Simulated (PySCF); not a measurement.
**C₃H₅F₃Si: electronic excitations at several levels of theory**

How much do the electronic excitations of C₃H₅F₃Si (`FC(F)[C@@]1(F)C[SiH2]1`) depend on the level of theory, and what does each level cost?

Programs: PySCF 2.14.0, with density-fitted response routines of our own. Each step states its level of theory. These are calculated values for one molecule in the gas phase, unless marked as measured. Atoms are numbered from 0 throughout.

## 1. The molecule as given

12 atoms, charge 0, multiplicity 1; geometry from: GFN2-xTB. The atoms were then displaced at random by about 0.01 Å, so the start is not that level's minimum.

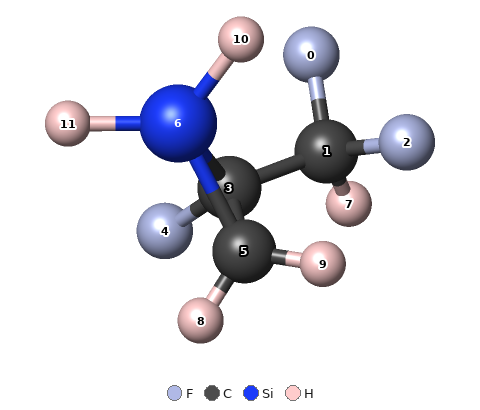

As it starts; fluorine light blue, carbon dark grey, silicon blue, hydrogen pink, atoms numbered.

## 2. Relaxing the molecule at PBE0-D3(BJ)/def2-SVP

The job: settings as JSON, then the geometry in Å.

```
{"job": {"xc": "PBE0", "basis": "def2-SVP", "d3": "d3bj", "grid": 1, "shake": 0.01, "kind": "geom"}, "charge": 0, "multiplicity": 1}
F     -1.834080    -1.543050     0.251610
C     -1.507620    -0.234320    -0.022610
F     -1.659450     0.426760     1.146350
C     -0.051790    -0.141890    -0.528520
F     -0.086410    -0.384950    -1.898190
C      0.759600     1.065470    -0.108020
Si     1.448490    -0.586620     0.532790
H     -2.223760     0.176660    -0.739450
H      1.241970     1.562080    -0.919250
H      0.275700     1.765200     0.563150
H      1.141590    -0.949730     1.912150
H      2.535450    -1.183890    -0.199040
```

On the command line:

```sh
> OMP_NUM_THREADS=1 python probes_run.py task.json out
```

One launch serves the whole session: the jobs run in the order shown.

Standard output:

```text
step   0  E = -705.34552229  max force = 0.025771
step   1  E = -705.34995746  max force = 0.011615
step   2  E = -705.35090171  max force = 0.002124
step   3  E = -705.35120617  max force = 0.002678
step   4  E = -705.35143730  max force = 0.003552
step   5  E = -705.35154293  max force = 0.001897
step   6  E = -705.35164017  max force = 0.001673
step   7  E = -705.35168108  max force = 0.001312
step   8  E = -705.35170238  max force = 0.000672
step   9  E = -705.35170583  max force = 0.000200
optimisation converged
```

Wall time 70 s (1 thread of Arm Neoverse V1, shared host); peak memory 0.51 GiB.

The steps of the relaxation:

```
step  energy from step 0 (eV)  largest force component (eV/Å)
   0                   0.0000                          1.3252
   1                  -0.1207                          0.5973
   2                  -0.1464                          0.1092
   3                  -0.1547                          0.1377
   4                  -0.1610                          0.1827
   5                  -0.1638                          0.0975
   6                  -0.1665                          0.0860
   7                  -0.1676                          0.0675
   8                  -0.1682                          0.0346
   9                  -0.1683                          0.0103
```

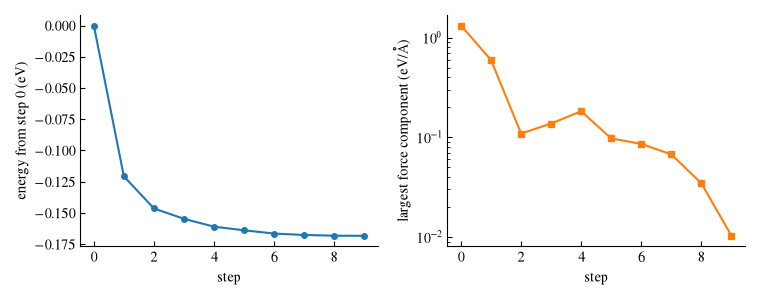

Energy and largest force along the relaxation.

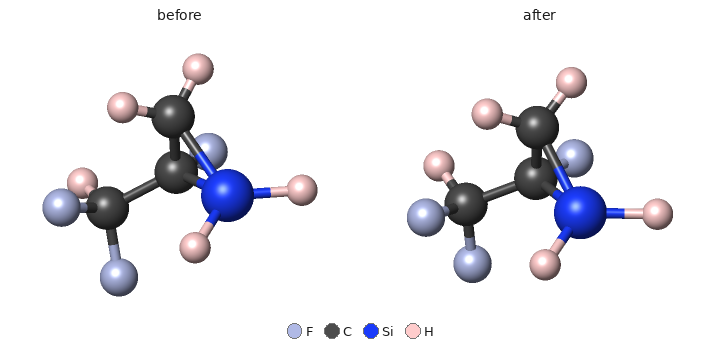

The geometry before (left) and after (right).

Close pairs (by a distance rule), those that changed most:

```csv
bond,before (Å),after (Å),change (Å)
C1–C3,1.544,1.503,-0.041
Si6–H11,1.440,1.481,+0.041
F0–C1,1.376,1.345,-0.031
C5–Si6,1.901,1.870,-0.031
C5–H8,1.066,1.096,+0.029
C3–F4,1.392,1.367,-0.025
Si6–H10,1.459,1.481,+0.022
C1–H7,1.093,1.106,+0.013
```

The end geometry stands in the next job.

```csv
at the end point,value
point group (found at 0.08 Å tolerance),C1
"rotational constants (GHz, main isotopes)","2.910, 1.841, 1.520"
dipole moment (D),1.83
```

## 3. Excited states and response: PBE0/def2-SVP

The job: settings as JSON, then the geometry in Å.

```
{"job": {"kind": "uv", "xc": "PBE0", "basis": "def2-SVP"}, "charge": 0, "multiplicity": 1}
F     -2.095508    -1.284889    -0.269727
C     -1.516597    -0.075370    -0.160270
F     -1.617042     0.325734     1.130739
C     -0.064693    -0.138961    -0.543466
F      0.047199    -0.414989    -1.877297
C      0.844598     0.973316    -0.041319
Si     1.271266    -0.708539     0.656658
H     -2.076418     0.634992    -0.796965
H      1.509377     1.375817    -0.814069
H      0.386115     1.742341     0.590072
H      0.920892    -1.045885     2.055003
H      2.433338    -1.409446     0.064315
```

Method: TDDFT PBE0/def2-SVP, vertical, gas phase, core orbitals frozen in the response.

Standard output:

```text
coarse grid: 11240 points
cycle   1  E = -705.1395993994  dE =  9.057e-01  |g| = 7.970e-01  |ddm| = 3.611e+00
cycle   2  E = -705.0349636660  dE =  1.046e-01  |g| = 1.133e+00  |ddm| = 1.577e+00
cycle   3  E = -705.2508192762  dE = -2.159e-01  |g| = 6.489e-02  |ddm| = 9.517e-01
cycle   4  E = -705.2513221985  dE = -5.029e-04  |g| = 4.356e-02  |ddm| = 1.087e-01
cycle   5  E = -705.2518331093  dE = -5.109e-04  |g| = 5.289e-03  |ddm| = 5.157e-02
cycle   6  E = -705.2518390594  dE = -5.950e-06  |g| = 1.685e-03  |ddm| = 6.895e-03
final grid: 107224 points
cycle   7  E = -705.3433299153  dE = -2.420e-05  |g| = 7.890e-03  |ddm| = 2.081e-02
cycle   8  E = -705.3433137828  dE =  1.613e-05  |g| = 1.206e-02  |ddm| = 1.728e-02
cycle   9  E = -705.3433426610  dE = -2.888e-05  |g| = 4.927e-04  |ddm| = 1.068e-02
cycle  10  E = -705.3433427119  dE = -5.089e-08  |g| = 2.062e-04  |ddm| = 7.057e-04
cycle  11  E = -705.3433427213  dE = -9.360e-09  |g| = 4.328e-05  |ddm| = 2.331e-04
cycle  12  E = -705.3433427217  dE = -4.261e-10  |g| = 1.101e-05  |ddm| = 6.584e-05
converged SCF energy = -705.3433427217

Static polarisability (au): isotropic 56.410, principal 48.761 51.898 68.570

Singlet excitations
state   eV       nm        f      main configurations
  1   6.5977    187.9   0.08630   H->L+1 0.70, H->L 0.27
  2   6.6729    185.8   0.14817   H->L 0.66, H->L+1 0.28
  3   7.1979    172.3   0.01006   H->L+2 0.84, H-1->L 0.11
  4   7.4602    166.2   0.03262   H-1->L 0.84, H->L+2 0.10
  5   7.8591    157.8   0.00399   H-1->L+1 0.93
  6   7.9450    156.1   0.01457   H->L+3 0.87
  7   8.6783    142.9   0.00640   H-1->L+2 0.93
  8   8.7352    141.9   0.00196   H-3->L 0.74, H-2->L 0.20
  9   8.8979    139.3   0.01515   H-2->L 0.71, H-3->L 0.18
 10   8.9569    138.4   0.01981   H->L+5 0.71, H->L+4 0.13

Triplet excitations (Tamm-Dancoff, eV): 4.9833 5.9666 6.4915 6.8659
```

Run time: 18 s. Hardware: 1 thread of Arm Neoverse V1, shared host; peak memory 0.66 GiB.

The orbitals next to the gap, with their largest atomic shares:

```csv
orbital,eV,atoms
HOMO−3,-10.26,"Si6 38 %, H11 29 %, H10 22 %"
HOMO−2,-9.94,"F0 24 %, F2 17 %, C1 13 %"
HOMO−1,-8.66,"C5 38 %, C3 19 %, F4 17 %"
HOMO,-7.31,"Si6 38 %, C3 25 %, C5 15 %"
LUMO,0.11,"Si6 66 %, C3 12 %, C5 12 %"
LUMO+1,0.88,"Si6 31 %, C3 18 %, H11 11 %"
LUMO+2,1.26,"Si6 53 %, H10 24 %, H11 14 %"
```

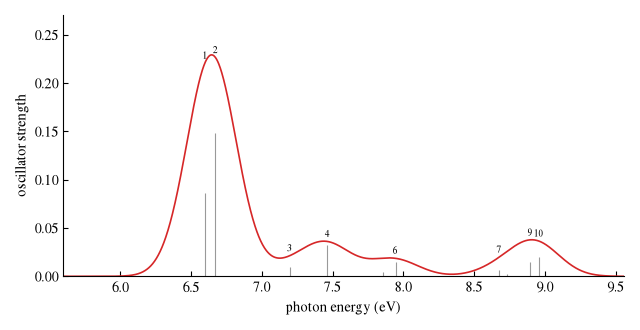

Absorption spectrum from the 10 singlet states computed; above the last one it falls off for lack of states. Lines are broadened to a width of 0.40 eV (Gaussian).

Further results of this job:

| property | computed |
| --- | --- |
| dipole moment (D) | 1.83 |
| polarisability (Å³) | 8.36 |
| HOMO–LUMO gap (eV) | 7.42 |
| −ε(HOMO) (eV) | 7.31 |

## 4. Excited states and response: PBE0/def2-TZVP

Settings changed since step 3:

```diff
@@ -1,2 +1,2 @@
-{"job": {"kind": "uv", "xc": "PBE0", "basis": "def2-SVP"}, "charge": 0, "multiplicity": 1}
+{"job": {"kind": "uv", "xc": "PBE0", "basis": "def2-TZVP"}, "charge": 0, "multiplicity": 1}
 F     -2.095508    -1.284889    -0.269727
```

Level: TDDFT PBE0/def2-TZVP, vertical, gas phase, core orbitals frozen in the response.

Standard output:

```text
coarse grid: 11240 points
cycle   1  E = -705.8269577285  dE =  9.472e-01  |g| = 8.011e-01  |ddm| = 2.765e+00
cycle   2  E = -705.7175419183  dE =  1.094e-01  |g| = 1.182e+00  |ddm| = 1.191e+00
cycle   3  E = -705.9311053863  dE = -2.136e-01  |g| = 6.885e-02  |ddm| = 7.370e-01
cycle   4  E = -705.9315233746  dE = -4.180e-04  |g| = 4.815e-02  |ddm| = 8.378e-02
cycle   5  E = -705.9320758666  dE = -5.525e-04  |g| = 7.770e-03  |ddm| = 4.059e-02
cycle   6  E = -705.9320882055  dE = -1.234e-05  |g| = 1.772e-03  |ddm| = 6.925e-03
cycle   7  E = -705.9320886545  dE = -4.489e-07  |g| = 6.436e-04  |ddm| = 1.883e-03
final grid: 107224 points
cycle   8  E = -705.9365646958  dE = -7.720e-05  |g| = 7.092e-03  |ddm| = 5.016e-02
cycle   9  E = -705.9365514906  dE =  1.321e-05  |g| = 1.065e-02  |ddm| = 1.239e-02
cycle  10  E = -705.9365756392  dE = -2.415e-05  |g| = 8.224e-04  |ddm| = 7.358e-03
cycle  11  E = -705.9365757346  dE = -9.536e-08  |g| = 3.254e-04  |ddm| = 9.084e-04
cycle  12  E = -705.9365757514  dE = -1.678e-08  |g| = 8.397e-05  |ddm| = 2.779e-04
cycle  13  E = -705.9365757526  dE = -1.187e-09  |g| = 2.976e-05  |ddm| = 8.296e-05
cycle  14  E = -705.9365757527  dE = -1.401e-10  |g| = 4.670e-06  |ddm| = 2.521e-05
converged SCF energy = -705.9365757527

Static polarisability (au): isotropic 63.195, principal 55.734 58.920 74.932

Singlet excitations
state   eV       nm        f      main configurations
  1   6.2437    198.6   0.20673   H->L 0.92
  2   6.4153    193.3   0.00376   H->L+1 0.95
  3   6.8965    179.8   0.01538   H->L+2 0.83, H-1->L 0.11
  4   7.1298    173.9   0.02347   H-1->L 0.74, H->L+3 0.17
  5   7.2557    170.9   0.01734   H->L+3 0.77, H-1->L 0.11
  6   7.6720    161.6   0.00247   H-1->L+1 0.95
  7   8.3414    148.6   0.01722   H->L+5 0.80
  8   8.3804    147.9   0.00231   H-1->L+2 0.94
  9   8.4373    146.9   0.00340   H-3->L 0.72, H-2->L 0.18
 10   8.5133    145.6   0.06512   H->L+4 0.87

Triplet excitations (Tamm-Dancoff, eV): 4.7928 5.7643 6.2110 6.6035
```

It took 53 s on 1 thread of Arm Neoverse V1, shared host; peak memory 0.97 GiB.

Key values: HOMO -7.36 eV, LUMO -0.28 eV; lowest singlet 6.24 eV.

## 5. Excited states and response: PBE0/aug-cc-pVDZ

Settings changed since step 4:

```diff
@@ -1,2 +1,2 @@
-{"job": {"kind": "uv", "xc": "PBE0", "basis": "def2-TZVP"}, "charge": 0, "multiplicity": 1}
+{"job": {"kind": "uv", "xc": "PBE0", "basis": "aug-cc-pVDZ"}, "charge": 0, "multiplicity": 1}
 F     -2.095508    -1.284889    -0.269727
```

Method: TDDFT PBE0/aug-cc-pVDZ, vertical, gas phase, core orbitals frozen in the response.

Standard output:

```text
coarse grid: 11240 points
cycle   1  E = -705.6986252741  dE =  9.817e-01  |g| = 7.225e-01  |ddm| = 7.712e+00
cycle   2  E = -705.6063309247  dE =  9.229e-02  |g| = 1.052e+00  |ddm| = 2.493e+00
cycle   3  E = -705.7919390466  dE = -1.856e-01  |g| = 6.273e-02  |ddm| = 1.406e+00
cycle   4  E = -705.7923774368  dE = -4.384e-04  |g| = 4.053e-02  |ddm| = 1.921e-01
cycle   5  E = -705.7927944271  dE = -4.170e-04  |g| = 6.394e-03  |ddm| = 1.085e-01
cycle   6  E = -705.7928035160  dE = -9.089e-06  |g| = 1.463e-03  |ddm| = 1.401e-02
final grid: 107224 points
cycle   7  E = -705.8032433798  dE = -3.288e-05  |g| = 8.500e-03  |ddm| = 1.316e-01
cycle   8  E = -705.8032226917  dE =  2.069e-05  |g| = 1.344e-02  |ddm| = 3.816e-02
cycle   9  E = -705.8032584907  dE = -3.580e-05  |g| = 6.377e-04  |ddm| = 2.193e-02
cycle  10  E = -705.8032585757  dE = -8.505e-08  |g| = 2.170e-04  |ddm| = 1.754e-03
cycle  11  E = -705.8032585844  dE = -8.651e-09  |g| = 6.401e-05  |ddm| = 4.244e-04
cycle  12  E = -705.8032585851  dE = -7.349e-10  |g| = 2.274e-05  |ddm| = 1.326e-04
converged SCF energy = -705.8032585851

Static polarisability (au): isotropic 67.211, principal 59.914 63.300 78.419

Singlet excitations
state   eV       nm        f      main configurations
  1   6.0667    204.4   0.18422   H->L 0.94
  2   6.3551    195.1   0.00548   H->L+3 0.81
  3   6.5390    189.6   0.00720   H->L+1 0.87
  4   6.7313    184.2   0.03376   H->L+2 0.68, H->L+4 0.17
  5   6.9505    178.4   0.00675   H-1->L 0.40, H->L+6 0.15, H->L+5 0.15
  6   7.0601    175.6   0.01884   H->L+4 0.59, H-1->L 0.22, H->L+2 0.10
  7   7.1363    173.7   0.01348   H->L+5 0.76, H-1->L 0.13
  8   7.2453    171.1   0.02517   H->L+6 0.69, H-1->L 0.19
  9   7.6235    162.6   0.00284   H-1->L+3 0.76
 10   7.8511    157.9   0.01941   H->L+8 0.65, H-1->L+1 0.11

Triplet excitations (Tamm-Dancoff, eV): 4.8452 5.7830 6.1260 6.3900
```

It took 40 s on 1 thread of Arm Neoverse V1, shared host; peak memory 0.87 GiB.

This run: HOMO -7.39 eV, LUMO -0.48 eV; lowest singlet 6.07 eV.

## 6. TDDFT and polarisability: PBE0/6-31+G*

Settings changed since step 5:

```diff
@@ -1,2 +1,2 @@
-{"job": {"kind": "uv", "xc": "PBE0", "basis": "aug-cc-pVDZ"}, "charge": 0, "multiplicity": 1}
+{"job": {"kind": "uv", "xc": "PBE0", "basis": "6-31+G*"}, "charge": 0, "multiplicity": 1}
 F     -2.095508    -1.284889    -0.269727
```

Method: TDDFT PBE0/6-31+G*, vertical, gas phase, core orbitals frozen in the response.

Standard output:

```text
coarse grid: 11240 points
cycle   1  E = -705.6783940276  dE =  9.615e-01  |g| = 7.021e-01  |ddm| = 3.705e+00
cycle   2  E = -705.5943893516  dE =  8.400e-02  |g| = 1.015e+00  |ddm| = 1.349e+00
cycle   3  E = -705.7693111184  dE = -1.749e-01  |g| = 5.837e-02  |ddm| = 8.199e-01
cycle   4  E = -705.7696778958  dE = -3.668e-04  |g| = 3.873e-02  |ddm| = 1.718e-01
cycle   5  E = -705.7700569325  dE = -3.790e-04  |g| = 5.449e-03  |ddm| = 6.219e-02
cycle   6  E = -705.7700635211  dE = -6.589e-06  |g| = 1.536e-03  |ddm| = 1.077e-02
final grid: 107224 points
cycle   7  E = -705.7476374875  dE = -2.433e-05  |g| = 9.359e-03  |ddm| = 5.419e-02
cycle   8  E = -705.7476130444  dE =  2.444e-05  |g| = 1.478e-02  |ddm| = 2.826e-02
cycle   9  E = -705.7476553480  dE = -4.230e-05  |g| = 6.071e-04  |ddm| = 1.665e-02
cycle  10  E = -705.7476554247  dE = -7.664e-08  |g| = 1.996e-04  |ddm| = 8.860e-04
cycle  11  E = -705.7476554319  dE = -7.268e-09  |g| = 6.665e-05  |ddm| = 2.963e-04
cycle  12  E = -705.7476554327  dE = -7.258e-10  |g| = 2.090e-05  |ddm| = 9.903e-05
converged SCF energy = -705.7476554327

Static polarisability (au): isotropic 62.296, principal 55.127 58.028 73.734

Singlet excitations
state   eV       nm        f      main configurations
  1   6.1402    201.9   0.19932   H->L 0.94
  2   6.4282    192.9   0.00596   H->L+2 0.50, H->L+3 0.36, H->L+1 0.10
  3   6.6999    185.1   0.00506   H->L+1 0.82, H->L+3 0.12
  4   6.8489    181.0   0.03239   H->L+3 0.45, H->L+2 0.42
  5   7.0557    175.7   0.01008   H-1->L 0.87
  6   7.3987    167.6   0.03447   H->L+4 0.54, H->L+5 0.36
  7   7.4548    166.3   0.01479   H->L+5 0.54, H->L+4 0.38
  8   7.5229    164.8   0.01589   H->L+6 0.85
  9   7.6890    161.2   0.00144   H-1->L+2 0.52, H-1->L+3 0.30, H-1->L+1 0.12
 10   8.0590    153.8   0.00129   H-1->L+1 0.53, H-1->L+3 0.27, H->L+7 0.15

Triplet excitations (Tamm-Dancoff, eV): 4.8484 5.8369 6.2200 6.5082
```

It took 22 s on 1 thread of Arm Neoverse V1, shared host; peak memory 0.72 GiB.

In short: HOMO -7.42 eV, LUMO -0.44 eV; lowest singlet 6.14 eV.

## 7. Side by side: electronic excitations

Excitations and ground-state properties, with basis size and wall time:

```
             run  lowest singlet (eV)  brightest (eV)      f  gap (eV)  α (Å³)  μ (D)  functions  time
   PBE0/def2-SVP                 6.60            6.67  0.148      7.42    8.36   1.83        127  18 s
  PBE0/def2-TZVP                 6.24            6.24  0.207      7.08    9.36   1.98        253  53 s
PBE0/aug-cc-pVDZ                 6.07            6.07  0.184      6.91    9.96   2.03        210  40 s
    PBE0/6-31+G*                 6.14            6.14  0.199      6.98    9.23   2.12        140  22 s
```

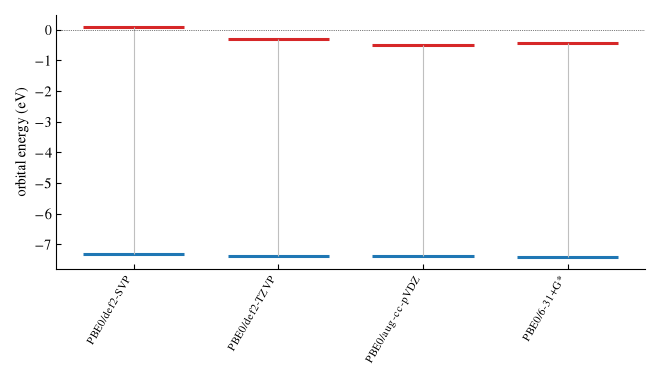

HOMO (blue) and LUMO (red) run by run.

## 8. Summary of results

| quantity | value |
| --- | --- |
| point group | C1 |
| rotational constants (main isotopes) | 2.91, 1.84, 1.52 GHz |
| lowest singlet (PBE0/def2-SVP) | 6.60 eV (188 nm), f = 0.086 |
| brightest single state of those computed | state 2, 6.67 eV, f = 0.148 |
| lowest triplet | 4.98 eV |
| range of the lowest singlet | 6.07 to 6.60 eV |

What this shows: Single values in the summary come from the first sound run of each kind (PBE0/def2-SVP), which need not be the best level. The start of the PBE0/def2-SVP relaxation was shaken at random by about 0.01 Å, so part of the energy gained, and of the first lengths quoted, undoes that. The optimisation took 9 steps and gained 0.168 eV; among the close pairs (by a distance rule), C1–C3 changed most, from 1.544 to 1.503 Å. The lowest singlet, at 6.60 eV, is HOMO→LUMO+1 0.70, HOMO→LUMO 0.27 and is bright; of the 10 states computed, the strongest absorption comes from state 2 at 6.67 eV. The lowest triplet lies 1.61 eV below the lowest singlet (triplets in Tamm-Dancoff, singlets in full TDDFT). The basis of PBE0/def2-SVP has no diffuse functions, so Rydberg states are missing and the high states are unreliable. The lowest singlet runs from 6.07 eV (PBE0/aug-cc-pVDZ) to 6.60 eV (PBE0/def2-SVP), while the orbital gap spans 6.91 to 7.42 eV. The lowest state need not be the same one in every run.
